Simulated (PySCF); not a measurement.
**AlH2ClF− (SMILES [F][AlH2-][Cl]) at 6 levels**

We compute a comparison of 6 runs (r2SCAN/STO-6G, MP2/STO-6G, BCCD(T)/STO-6G, CCSDT(Q)/STO-6G, CISD/STO-6G, FCI/STO-6G) of AlH2ClF−. Input form: a Python script.

Program for the calculation: PySCF 2.14.0.

6 further runs of the same task are left out: 6 set aside as unsound or not needed.

## 1. The structure to begin with

AlH2ClF− has 5 atoms, charge -1, and is taken as a singlet. As SMILES, `[F][AlH2-][Cl]`. The Al2–H4 distance was set to 1.902 Å, away from the relaxed value.

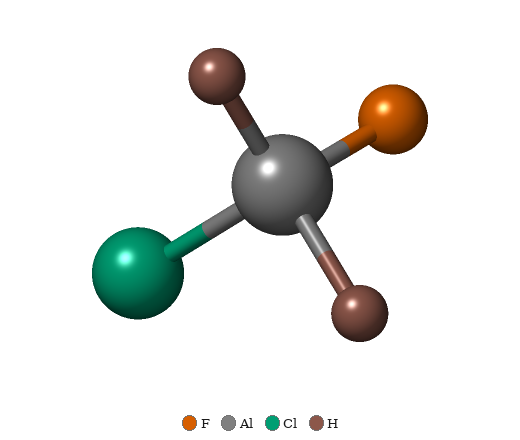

Viewed from a chosen angle; fluorine orange, aluminium grey, chlorine teal, hydrogen brown.

## 2. The energy at r2SCAN/STO-6G (run 1)

The input, calc.py:

```python
from pyscf import gto, dft

system = gto.M(
    atom=[
    ('F', (-1.064136, 0.270976, 1.472023)),
    ('Al', (0.042194, 0.219126, 0.190933)),
    ('Cl', (1.783014, -0.836124, 0.754643)),
    ('H', (-0.732650, -0.721820, -1.269020)),
    ('H', (0.488114, 1.695116, -0.175317)),
],
    basis='sto-6g',
    charge=-1,
    max_memory=1860,
    verbose=3,
)

calc0 = dft.RKS(system, xc='r2scan')
calc0.grids.level = 5
calc0.conv_tol = 1e-10
calc0.kernel()
if not calc0.converged:
    calc0 = calc0.newton().run(calc0.mo_coeff, calc0.mo_occ)

etot = calc0.e_tot
print(f'total energy: {etot:.8f} hartree')
```

Started as:

```bash
$ OMP_NUM_THREADS=1 python calc.py
```

Log:

```text
converged SCF energy = -800.600385151569
total energy: -800.60038515 hartree
```

Wall time 6.3 s (1 thread of Arm Neoverse V1, shared host); peak memory 0.23 GiB.

## 3. A single-point energy at MP2/STO-6G (run 2)

The input, input.py:

```python
from pyscf import gto, scf, mp

mol = gto.M(
    atom='''
F     -2.010926     0.512070     2.781720
Al     0.079735     0.414088     0.360811
Cl     3.369408    -1.580045     1.426069
H     -1.384508    -1.364042    -2.398100
H      0.922402     3.203305    -0.331301
''',
    max_memory=1860,
    basis='sto-6g',
    spin=0,
    verbose=4,
    unit='bohr',
    charge=-1,
)

hf = scf.RHF(mol)
hf.conv_tol = 1e-10
hf.kernel()
if not hf.converged:
    hf = hf.newton().run(hf.mo_coeff, hf.mo_occ)

pt = mp.MP2(hf, frozen=11).run()
e_tot = pt.e_tot
print(f'total energy: {e_tot:.8f} hartree')
```

Started as:

```bash
$ OMP_NUM_THREADS=1 python input.py
```

Log:

```text
PySCF version 2.14.0

[... 55 lines left out ...]
converged SCF energy = -799.094210628399
[... 1 line left out ...]
******** <class 'pyscf.mp.mp2.RMP2'> ********
nocc = 10, nmo = 14
frozen orbitals 11
E(RMP2) = -799.141130269452  E_corr = -0.0469196410531486
E(SCS-RMP2) = -799.146863112773  E_corr = -0.0526524843740781
E_corr(same-spin) = -0.00421279025734646
E_corr(oppo-spin) = -0.0427068507958022
total energy: -799.14113027 hartree
```

It took 1.2 s on 1 thread of Arm Neoverse V1, shared host; peak memory 0.12 GiB.

## 4. A single-point energy at BCCD(T)/STO-6G (run 3)

The input, job.py:

```python
from pyscf import gto, cc
from pyscf.cc.bccd import bccd_kernel_

mol = gto.M(
    atom='''
F     -1.064136     0.270976     1.472023
Al     0.042194     0.219126     0.190933
Cl     1.783014    -0.836124     0.754643
H     -0.732650    -0.721820    -1.269020
H      0.488114     1.695116    -0.175317
''',
    max_memory=1860,
    charge=-1,
    basis='sto-6g',
    spin=0,
    verbose=3,
)

mf = mol.RHF()
mf.conv_tol = 1e-10
mf.kernel()
if not mf.converged:
    mf = mf.newton().run(mf.mo_coeff, mf.mo_occ)

mycc = cc.CCSD(mf, frozen=11).run()
mycc = bccd_kernel_(mycc, diis=True)
e_t = mycc.ccsd_t()
etot = mycc.e_tot + e_t
print('E = %.10f Eh' % etot)
```

Started as:

```bash
$ OMP_NUM_THREADS=1 python job.py
```

Log:

```text
converged SCF energy = -799.094210603933
E(CCSD) = -799.1574622597534  E_corr = -0.06325165582065356
BCCD loop starts.

[... 21 lines left out ...]
CCSD converged
[... 22 lines left out ...]
CCSD converged
[... 18 lines left out ...]
CCSD converged
[... 3 lines left out ...]
E = -799.1591018219 Eh
```

It took 1.6 s on 1 thread of Arm Neoverse V1, shared host; peak memory 0.12 GiB.

Runs 4 to 5 aren't shown in full; the table further down has their settings and results.

## 5. A single-point energy at FCI/STO-6G (run 6)

The input, job.py:

```python
from pyscf import gto, mcscf
from pyscf import fci

mol = gto.M(
    atom=[
    ('F', (-1.064136, 0.270976, 1.472023)),
    ('Al', (0.042194, 0.219126, 0.190933)),
    ('Cl', (1.783014, -0.836124, 0.754643)),
    ('H', (-0.732650, -0.721820, -1.269020)),
    ('H', (0.488114, 1.695116, -0.175317)),
],
    basis='sto-6g',
    spin=0,
    charge=-1,
    max_memory=1860,
    verbose=3,
)

calc0 = mol.RHF()
calc0.conv_tol = 1e-10
calc0.kernel()
if not calc0.converged:
    calc0 = calc0.newton().run(calc0.mo_coeff, calc0.mo_occ)

cas = mcscf.CASCI(calc0, calc0.mo_coeff.shape[-1] - 11, (mol.nelec[0] - 11, mol.nelec[1] - 11))  # full CI above the frozen core
cas.fcisolver = fci.direct_spin0.FCI(mol)  # even spin states alone
cas.kernel()
print('<S^2> = %.4f' % cas.fcisolver.spin_square(cas.ci, cas.ncas, cas.nelecas)[0])
etot = cas.e_tot
print(f'total energy: {etot:.8f} hartree')
```

Started as:

```bash
$ OMP_NUM_THREADS=1 python job.py
```

Log:

```text
converged SCF energy = -799.094210603933
CASCI E = -799.159323850095  E(CI) = -68.1998289786892  S^2 = 0.0000000
<S^2> = 0.0000
total energy: -799.15932385 hartree
```

Wall time 21 s (1 thread of Arm Neoverse V1, shared host); peak memory 0.34 GiB.

## 6. Overview of the runs

| run | level | integration grid | frozen core orbitals | energy (Eh) | HOMO energy (eV) | LUMO energy (eV) | HOMO–LUMO gap (eV) | wall time |
| --- | --- | --- | --- | --- | --- | --- | --- | --- |
| 1 | r2SCAN/STO-6G | 5 | – | -800.600385 | 4.07 | 12.53 | 8.46 | 6.3 s |
| 2 | MP2/STO-6G | – | 11 | -799.141130 | -1.46 | 17.67 | 19.13 | 1.2 s |
| 3 | BCCD(T)/STO-6G | – | 11 | -799.159102 | – | – | – | 1.6 s |
| 4 | CCSDT(Q)/STO-6G | – | 11 | -799.159362 | -1.46 | 17.67 | 19.13 | 4.2 s |
| 5 | CISD/STO-6G | – | 11 | -799.156065 | -1.46 | 17.67 | 19.13 | 1.1 s |
| 6 | FCI/STO-6G | – | 11 | -799.159324 | -1.46 | 17.67 | 19.13 | 21 s |

## 7. What came out

```
                                                    quantity          value
                                         run 6: total energy  -799.15932 Eh
                  run 6: HOMO energy (Hartree–Fock orbitals)       -1.46 eV
                  run 6: LUMO energy (Hartree–Fock orbitals)       17.67 eV
run 6: HOMO–LUMO gap (to an unbound level, set by the basis)       19.13 eV
         run 6: correlation energy (11 core orbitals frozen)      -65.1 mEh
```

In words: Against full CI in this basis: MP2 +18.2 mEh; BCCD(T) +0.2 mEh; CCSDT(Q) -0.0 mEh; CISD +3.3 mEh. In run 1 the HOMO lies above zero, so the outermost electron may be held by the basis alone. In runs 1, 2, 3, 4, 5, 6 the basis is minimal, so the values are rough. All runs together took 35 s, the longest 21 s.
